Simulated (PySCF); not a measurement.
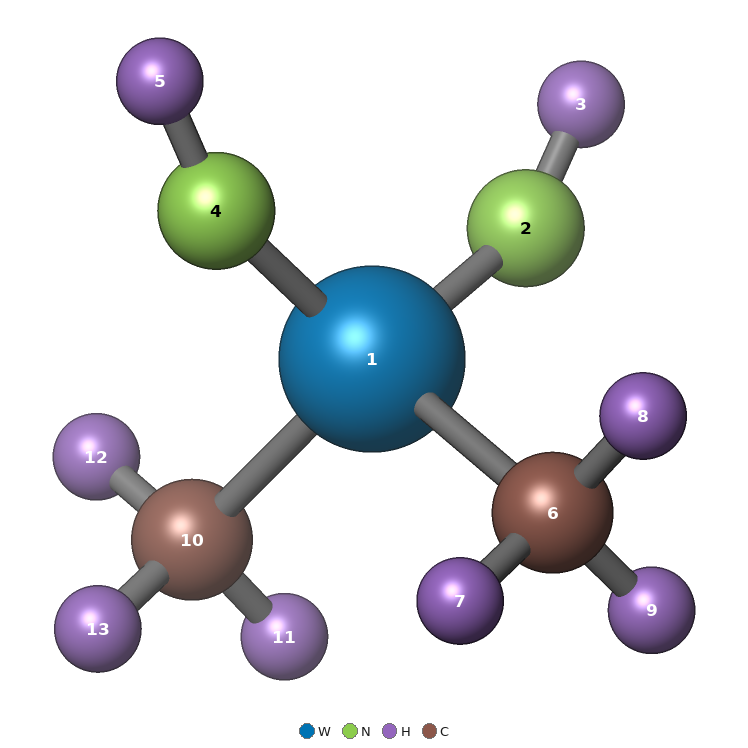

The atoms are numbered. Charge 0, singlet. The computed structure is the end point of a PBE0-D3(BJ)/def2-SVP optimisation. No frequency run is at hand to confirm it as a minimum.

> Describe the coordination of atom 2.

N2 has 2 neighbours (W1 at 1.75, H3 at 1.02 Å); the arrangement is bent.

> What is the geometry at N4?

N4 has 2 neighbours (W1 at 1.75, H5 at 1.02 Å); the arrangement is bent.

> What is the geometry at W1?

W1 has 4 neighbours (N2 at 1.75, N4 at 1.75, C6 at 2.12, C10 at 2.12 Å); the arrangement is tetrahedral.

> Describe the coordination of atom 6.

C6 has 4 neighbours (W1 at 2.12, H7 at 1.10, H8 at 1.10, H9 at 1.10 Å); the arrangement is tetrahedral.
